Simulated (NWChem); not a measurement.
# triplet H2: levels of theory compared

Aim: a comparison of 6 runs (UBLYP/aug-cc-pVTZ, UM06-2X/aug-cc-pVTZ, USVWN5/aug-cc-pVTZ, UM06-L/aug-cc-pVTZ, UPBE/aug-cc-pVTZ, UPBE0/aug-cc-pVTZ) of triplet H2. 

The results are computed with NWChem 7.3.0.

8 further runs of the same task are left out: 7 that didn't finish, 1 set aside as unsound or not needed.

## Step 1: The structure to begin with

H2 has 2 atoms, charge 0, and is taken as a triplet. SMILES of the parent species: `[H][H]`. The shape is that of a PBE0-D4/def2-TZVP optimisation. That shape belongs to the parent species and isn't relaxed for this state.

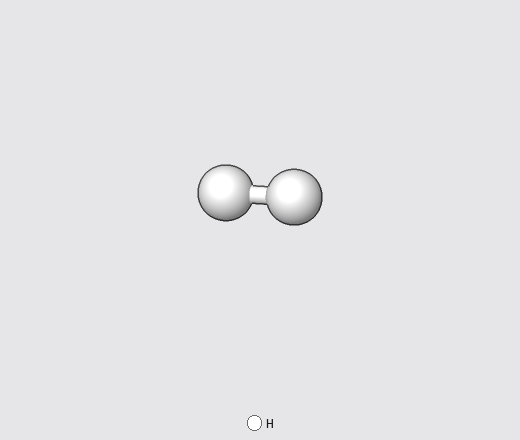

Viewed from a chosen angle; hydrogen white.

## Step 2: The energy at UBLYP/aug-cc-pVTZ (run 1)

File run.py:

```python
from ase import Atoms
from ase.calculators.nwchem import NWChem

system = Atoms('HH', positions=[
    [0.319300, -0.099200, 0.165500],
    [-0.319300, 0.099200, -0.165500],
])

calc = NWChem(
    label='geom',
    theory='dft',
    memory='2200 mb',
    basis='aug-cc-pVTZ',
    basispar='spherical bse',
    dft={'xc': 'becke88 lyp', 'mult': '3', 'grid': 'xfine', 'convergence': 'energy 1e-08', 'iterations': '100', 'mulliken': None, 'print': 'low'},
    task='energy',
)
system.calc = calc

print(f"energy = {system.get_potential_energy():.6f} eV")
```

Started as:

```bash
$ export ASE_NWCHEM_COMMAND="nwchem PREFIX.nwi > PREFIX.nwo"
$ python run.py
```

Log:

```text
energy = -21.440520 eV
```

The calculator wrote geom.nwi:

```
title "geom"

permanent_dir geom

scratch_dir geom

start geom

geometry units angstrom nocenter noautosym noautoz
  H  3.1929999999999997e-01 -9.9199999999999997e-02 1.6550000000000001e-01
  H  -3.1929999999999997e-01 9.9199999999999997e-02 -1.6550000000000001e-01
end

memory 2200 mb

basis spherical bse noprint
   * library aug-cc-pVTZ
end

dft
  xc becke88 lyp
  mult 3
  grid xfine
  convergence energy 1e-08
  iterations 100
  mulliken
  print low
end

task dft energy
```

geom.nwo:

```text
Northwest Computational Chemistry Package (NWChem) 7.3.0
             --------------------------------------------------------

           Job information
           ---------------

    nwchem branch   = 7.3.0
    use scalapack   = T
    input           = geom.nwi
    prefix          = geom.
    data base       = geom/geom.db
    status          = startup
    nproc           =        1

           Memory information
           ------------------

    heap     =     72089598 doubles =      550.0 Mbytes
    stack    =     72089595 doubles =      550.0 Mbytes
    global   =    144179200 doubles =     1100.0 Mbytes (distinct from heap & stack)
    total    =    288358393 doubles =     2200.0 Mbytes
    verify   = yes
    hardfail = no

[... 32 lines left out ...]
            Nuclear Dipole moment (a.u.)
[... 43 lines left out ...]
   convergence    iter        energy       DeltaE   RMS-Dens  Diis-err    time
[... 7 lines left out ...]
         Total DFT energy =       -0.787924569732
      One electron energy =       -1.835853573956
           Coulomb energy =        0.958758744046
    Exchange-Corr. energy =       -0.620044032210
 Nuclear repulsion energy =        0.709214292389
[... 23 lines left out ...]
     -------------------------------------------
      Total Density - Lowdin Population Analysis
     -------------------------------------------

    Atom       Charge   Shell Charges
 -----------   ------   -------------------------------------------------------
    1 H    1     1.00   0.17  0.23  0.10  0.04  0.02  0.12  0.30  0.01  0.02
    2 H    1     1.00   0.17  0.23  0.10  0.04  0.02  0.12  0.30  0.01  0.02

     ------------------------------------------
      Spin Density - Lowdin Population Analysis
     ------------------------------------------

    Atom       Charge   Shell Charges
 -----------   ------   -------------------------------------------------------
    1 H    1     1.00   0.17  0.23  0.10  0.04  0.02  0.12  0.30  0.01  0.02
    2 H    1     1.00   0.17  0.23  0.10  0.04  0.02  0.12  0.30  0.01  0.02

     --------------------------
     Expectation value of S2:
     --------------------------
      <S2> =      2.0000 (Exact =     2.0000)

 Task  times  cpu:        2.7s     wall:        2.7s
 Total times  cpu:        2.7s     wall:        2.7s
```

Run time: 3.9 s. Hardware: 1 thread of Intel Xeon Platinum 8488C (Sapphire Rapids), shared host; peak memory 0.11 GiB.

## Step 3: A single-point energy at UM06-2X/aug-cc-pVTZ (run 2)

File input.xyz:

```xyz
2
H2
H      0.319300    -0.099200     0.165500
H     -0.319300     0.099200    -0.165500
```

File run.py:

```python
from ase.io import read
from ase.calculators.nwchem import NWChem

molecule = read('input.xyz')

calc = NWChem(
    label='input',
    theory='dft',
    memory='2200 mb',
    basis='aug-cc-pVTZ',
    basispar='spherical bse',
    dft={'xc': 'm06-2x', 'mult': '3', 'grid': 'xfine', 'convergence': 'energy 1e-08', 'iterations': '100', 'mulliken': None, 'print': 'low'},
    task='energy',
)
molecule.calc = calc

print(f"energy = {molecule.get_potential_energy():.6f} eV")
```

Started as:

```bash
$ export ASE_NWCHEM_COMMAND="nwchem PREFIX.nwi > PREFIX.nwo"
$ python run.py
```

Log:

```text
energy = -21.233908 eV
```

The calculator wrote input.nwi:

```
title "input"

permanent_dir input

scratch_dir input

start input

geometry units angstrom nocenter noautosym noautoz
  H  3.1929999999999997e-01 -9.9199999999999997e-02 1.6550000000000001e-01
  H  -3.1929999999999997e-01 9.9199999999999997e-02 -1.6550000000000001e-01
end

memory 2200 mb

basis spherical bse noprint
   * library aug-cc-pVTZ
end

dft
  xc m06-2x
  mult 3
  grid xfine
  convergence energy 1e-08
  iterations 100
  mulliken
  print low
end

task dft energy
```

input.nwo:

```text
Northwest Computational Chemistry Package (NWChem) 7.3.0
             --------------------------------------------------------

           Job information
           ---------------

    nwchem branch   = 7.3.0
    use scalapack   = T
    input           = input.nwi
    prefix          = input.
    data base       = input/input.db
    status          = startup
    nproc           =        1

           Memory information
           ------------------

    heap     =     72089598 doubles =      550.0 Mbytes
    stack    =     72089595 doubles =      550.0 Mbytes
    global   =    144179200 doubles =     1100.0 Mbytes (distinct from heap & stack)
    total    =    288358393 doubles =     2200.0 Mbytes
    verify   = yes
    hardfail = no

[... 32 lines left out ...]
            Nuclear Dipole moment (a.u.)
[... 43 lines left out ...]
   convergence    iter        energy       DeltaE   RMS-Dens  Diis-err    time
[... 13 lines left out ...]
         Total DFT energy =       -0.780331741216
      One electron energy =       -1.841575097591
           Coulomb energy =        0.967886387457
    Exchange-Corr. energy =       -0.615857323471
 Nuclear repulsion energy =        0.709214292389
[... 23 lines left out ...]
     -------------------------------------------
      Total Density - Lowdin Population Analysis
     -------------------------------------------

    Atom       Charge   Shell Charges
 -----------   ------   -------------------------------------------------------
    1 H    1     1.00   0.17  0.23  0.11  0.03  0.02  0.13  0.29  0.01  0.02
    2 H    1     1.00   0.17  0.23  0.11  0.03  0.02  0.13  0.29  0.01  0.02

     ------------------------------------------
      Spin Density - Lowdin Population Analysis
     ------------------------------------------

    Atom       Charge   Shell Charges
 -----------   ------   -------------------------------------------------------
    1 H    1     1.00   0.17  0.23  0.11  0.03  0.02  0.13  0.29  0.01  0.02
    2 H    1     1.00   0.17  0.23  0.11  0.03  0.02  0.13  0.29  0.01  0.02

     --------------------------
     Expectation value of S2:
     --------------------------
      <S2> =      2.0000 (Exact =     2.0000)

 Task  times  cpu:        4.0s     wall:        4.0s
 Total times  cpu:        4.1s     wall:        4.1s
```

Run time: 5.1 s. Hardware: 1 thread of Intel Xeon Platinum 8488C (Sapphire Rapids), shared host; peak memory 0.11 GiB.

Runs 3 to 5 aren't shown in full; the table further down has their settings and results.

## Step 4: The energy at UPBE0/aug-cc-pVTZ (run 6)

File test.nw:

```
start test
title "H2"
memory total 2200 mb
charge 0

geometry units au noautosym nocenter noautoz
 H    0.60338955  -0.18746083   0.31274967
 H   -0.60338955   0.18746083  -0.31274967
end

basis spherical bse
 * library aug-cc-pVTZ
end

dft
 xc pbe0
 mult 3
 grid xfine
 convergence energy 1e-08
 maxiter 100
 mulliken
 noprint "final vectors analysis"
end

task dft energy
```

Started as:

```bash
$ nwchem test.nw > test.out
```

Log:

```text
[...]
          Wavefunction type:  spin polarized.
          No. of atoms     :     2
          No. of electrons :     2
[...]
          Charge           :     0
          Spin multiplicity:     3
[...]
          AO basis - number of functions:    46
[...]
              XC Information
              --------------
                         PBE0 Method XC Functional
                     Hartree-Fock (Exact) Exchange  0.250
          PerdewBurkeErnzerhof Exchange Functional  0.750
            Perdew 1991 LDA Correlation Functional  1.000 local
           PerdewBurkeErnz. Correlation Functional  1.000 non-local
[...]
 d= 0,ls=0.0,diis     1     -0.6741540792 -1.38D+00  1.79D+00  9.28D-02     0.5
[...]
 d= 0,ls=0.0,diis     7     -0.7952417854 -1.00D-10  4.06D-06  2.67D-12     2.9
[...]
         Total DFT energy =       -0.795241785419
      One electron energy =       -1.842359346177
           Coulomb energy =        0.969445368882
    Exchange-Corr. energy =       -0.631542052862
 Nuclear repulsion energy =        0.709214244738
[...]
      Total Density - Mulliken Population Analysis
     ---------------------------------------------
    Atom       Charge   Shell Charges
 -----------   ------   -------------------------------------------------------
    1 H    1     1.00   0.20  0.36 -0.02  0.06  0.01  0.06  0.32  0.00  0.00
    2 H    1     1.00   0.20  0.36 -0.02  0.06  0.01  0.06  0.32  0.00  0.00
[...]
      <S2> =      2.0000 (Exact =     2.0000)
[...]
```

Run time: 3.6 s. Hardware: 1 thread of Intel Xeon Platinum 8488C (Sapphire Rapids), shared host; peak memory 0.11 GiB.

## Step 5: The series

| run | level | energy (Eh) | ⟨S²⟩ | wall time |
| --- | --- | --- | --- | --- |
| 1 | UBLYP/aug-cc-pVTZ | -0.787925 | 2.000 | 3.9 s |
| 2 | UM06-2X/aug-cc-pVTZ | -0.780332 | 2.000 | 5.1 s |
| 3 | USVWN5/aug-cc-pVTZ | -0.760578 | 2.000 | 1.6 s |
| 4 | UM06-L/aug-cc-pVTZ | -0.800888 | 2.000 | 4.8 s |
| 5 | UPBE/aug-cc-pVTZ | -0.795882 | 2.000 | 3.9 s |
| 6 | UPBE0/aug-cc-pVTZ | -0.795242 | 2.000 | 3.6 s |

## Step 6: What came out

| quantity | value |
| --- | --- |
| run 6: total energy | -0.79524 Eh |
| run 6: dipole moment | 0.00 D |
| run 6: ⟨S²⟩ | 2.000 |

In words: Totals of different functionals can't be ranked against each other. All runs together took 23 s, the longest 5.1 s.
